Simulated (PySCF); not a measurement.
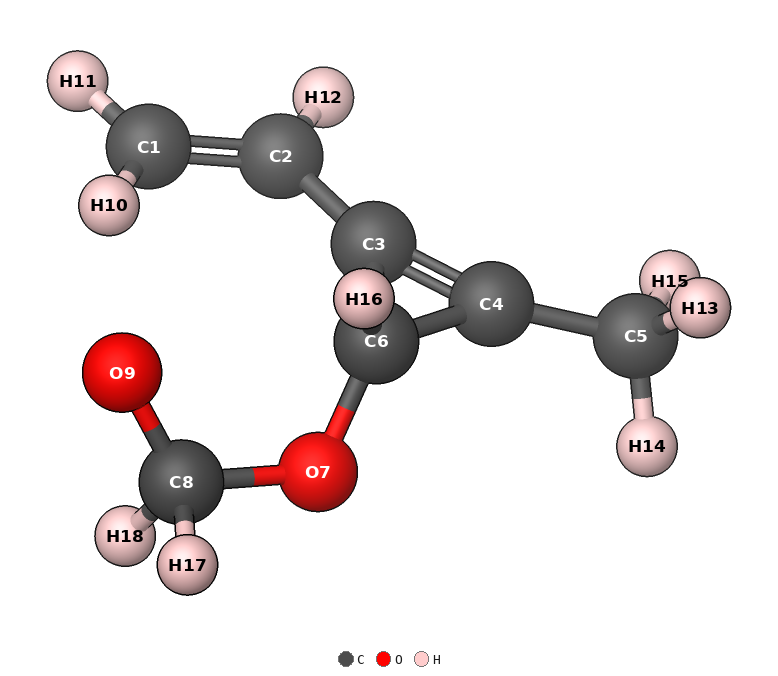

Charge 0, doublet. The geometry was computed by an optimisation with GFN2-xTB. No frequency run is at hand to confirm it as a minimum. Level of theory: UKS B3LYP, pcH-1 on C H O, non-relativistic (PySCF 2.14.0). Fermi-contact and spin-dipolar terms alone, no spin-orbit part.

Question: Which nucleus has the largest dipolar (anisotropic) hyperfine coupling?

Answer: 17O at O9: principal values −194.2, 96.1, 98.1 MHz.

List the isotropic and dipolar parts for the most strongly coupled nuclei, one of each equivalent set.

| atom | isotope | a_iso (MHz) | dipolar part (MHz) |
| --- | --- | --- | --- |
| O9 | 17O | −40.3 | −194.2, 96.1, 98.1 |
| O7 | 17O | −5.8 | −37.9, 18.8, 19.2 |
| H17 | 1H | 336.3 | −7.7, −4.2, 11.9 |
| H18 | 1H | 378.3 | −7.5, −4.3, 11.9 |
| H10 | 1H | 1.7 | −5.7, −4.9, 10.6 |
| C8 | 13C | −64.4 | −7.5, 2.4, 5.1 |
| C3 | 13C | 7.3 | −3.8, −3.1, 6.9 |
| H16 | 1H | 22.0 | −4.9, −0.4, 5.3 |
